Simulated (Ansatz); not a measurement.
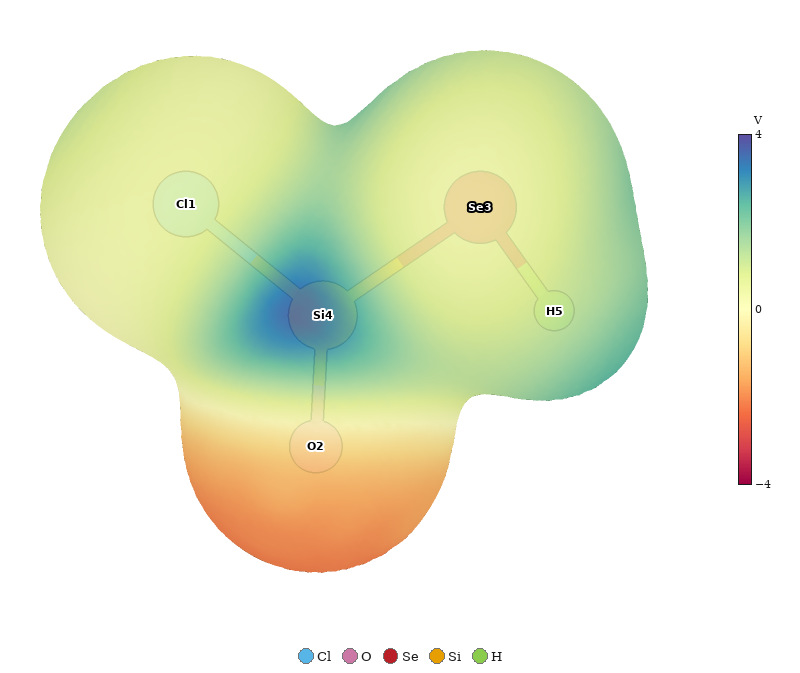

Figure. ClHOSeSi. The molecular electrostatic potential painted on the density surface at 0.004 e/bohr³, seen across its widest extent; the colour scale runs from red (negative) to blue (positive).

Geometry: r2SCAN-D4/def2-SVP.

Theory: isolated molecule in a Gaussian basis; Kohn-Sham density functional theory, functional PBE0 (Ansatz 0.2.0).

```xyz
5

Cl   -1.6791    3.7421    0.0838
O    -3.3030    1.0054    0.3512
Se   -0.0809    0.8199   -0.7067
Si   -1.9970    1.7243   -0.0030
H    -0.6712   -0.5288   -0.6428
```

Where is the surface potential most negative and most positive?

Answer. The most negative region (about −2.2 V, or −51 kcal/mol for a unit charge) lies over O2, the most positive (about +3.4 V, or +78 kcal/mol for a unit charge) over Si4. Cl1 shows a σ-hole: about +1.1 V, or +25 kcal/mol for a unit charge at the tip opposite its bond, against about +0.4 V, or +9 kcal/mol for a unit charge on its flanks. O2 is the likeliest acceptor of a hydrogen bond.
